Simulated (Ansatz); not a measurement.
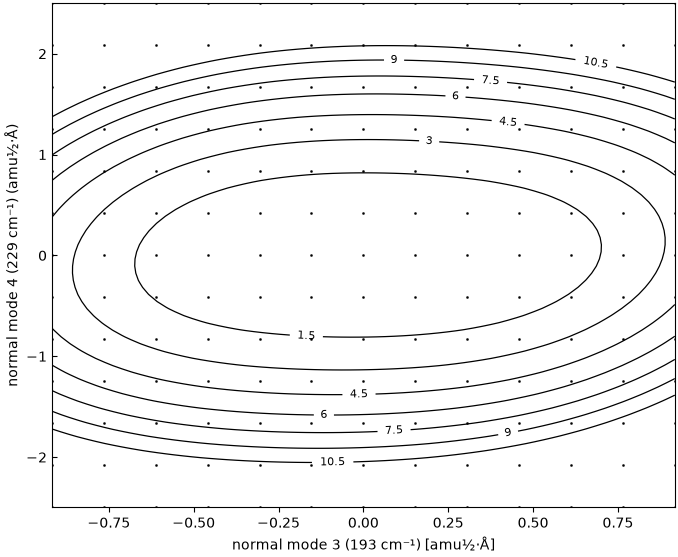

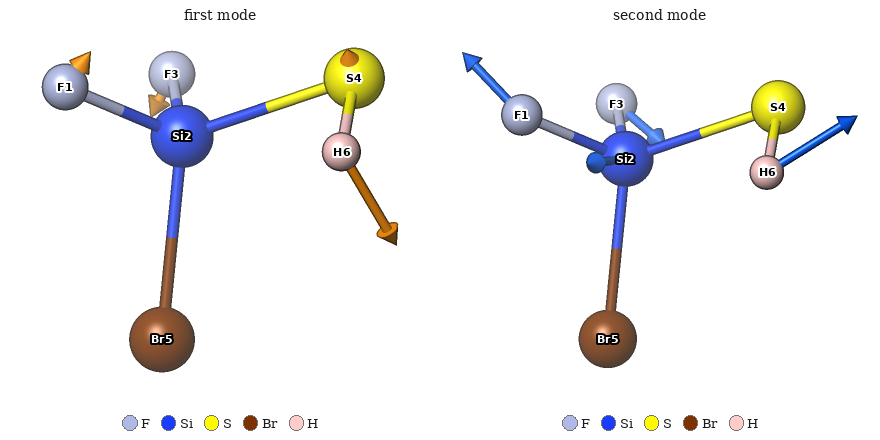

Energy landscape of BrF₂HSSi, SMILES F[Si](F)(S)Br. First axis: normal mode 3 (193 cm⁻¹). Second axis: normal mode 4 (229 cm⁻¹). Nothing is relaxed (straight displacements along the two mass-weighted modes). The scan uses a 13 × 13 grid. Points are written as (first, second). Energies are in kcal/mol, from the relaxed molecule at the same level. Method: RKS PBE0-D4/def2-SVP in Ansatz 0.2.0.

Drawn: contour lines labelled in kcal/mol (none above 10.5), dots at the grid points. Between grid points the surface is interpolated. The second picture is the structure at the lowest point

Describe this landscape.

Answer. The lowest grid point is at (0.000 amu½·Å, 0.00 amu½·Å), 0.0 kcal/mol from the relaxed molecule at the same level. No other kind of well shows on this grid. The highest grid point, (0.918 amu½·Å, −2.50 amu½·Å), lies 25.8 kcal/mol above the lowest.

The values on the grid:

| normal mode 4 (229 cm⁻¹) ↓, normal mode 3 (193 cm⁻¹) → | −0.918 | −0.765 | −0.612 | −0.459 | −0.306 | −0.153 | 0.000 | 0.153 | 0.306 | 0.459 | 0.612 | 0.765 | 0.918 |
| --- | --- | --- | --- | --- | --- | --- | --- | --- | --- | --- | --- | --- | --- |
| 2.50 | 25.2 | 22.2 | 19.8 | 18.1 | 16.9 | 16.1 | 15.7 | 15.7 | 16.0 | 16.5 | 17.2 | 18.4 | 19.8 |
| 2.08 | 18.7 | 16.0 | 13.9 | 12.4 | 11.4 | 10.8 | 10.5 | 10.6 | 10.8 | 11.2 | 12.0 | 13.0 | 14.3 |
| 1.67 | 13.4 | 11.0 | 9.2 | 7.9 | 7.1 | 6.7 | 6.5 | 6.6 | 6.8 | 7.2 | 7.8 | 8.7 | 10.0 |
| 1.25 | 9.4 | 7.2 | 5.7 | 4.6 | 4.0 | 3.7 | 3.6 | 3.6 | 3.8 | 4.1 | 4.7 | 5.5 | 6.8 |
| 0.83 | 6.5 | 4.6 | 3.2 | 2.3 | 1.9 | 1.6 | 1.6 | 1.6 | 1.8 | 2.0 | 2.6 | 3.4 | 4.6 |
| 0.42 | 4.6 | 2.9 | 1.7 | 1.0 | 0.6 | 0.4 | 0.4 | 0.4 | 0.6 | 0.8 | 1.3 | 2.2 | 3.5 |
| 0.00 | 3.7 | 2.2 | 1.2 | 0.5 | 0.2 | 0.0 | 0.0 | 0.0 | 0.2 | 0.5 | 1.0 | 2.0 | 3.4 |
| −0.42 | 3.8 | 2.4 | 1.4 | 0.9 | 0.6 | 0.4 | 0.4 | 0.4 | 0.6 | 1.0 | 1.6 | 2.7 | 4.2 |
| −0.83 | 4.9 | 3.5 | 2.6 | 2.1 | 1.8 | 1.6 | 1.6 | 1.7 | 1.9 | 2.4 | 3.2 | 4.4 | 6.2 |
| −1.25 | 6.9 | 5.6 | 4.7 | 4.1 | 3.8 | 3.7 | 3.7 | 3.8 | 4.1 | 4.8 | 5.8 | 7.2 | 9.2 |
| −1.67 | 10.0 | 8.7 | 7.7 | 7.2 | 6.8 | 6.7 | 6.7 | 7.0 | 7.4 | 8.2 | 9.5 | 11.2 | 13.5 |
| −2.08 | 14.2 | 12.9 | 11.9 | 11.3 | 10.9 | 10.8 | 10.9 | 11.3 | 11.9 | 12.9 | 14.4 | 16.4 | 19.0 |
| −2.50 | 19.7 | 18.3 | 17.3 | 16.6 | 16.3 | 16.2 | 16.4 | 16.9 | 17.7 | 19.0 | 20.7 | 23.0 | 25.8 |

Time for the 169 points that were run: 8.8 min on 1 thread of Intel(R) Xeon(R) 6975P-C (Granite Rapids), with other jobs on the host.
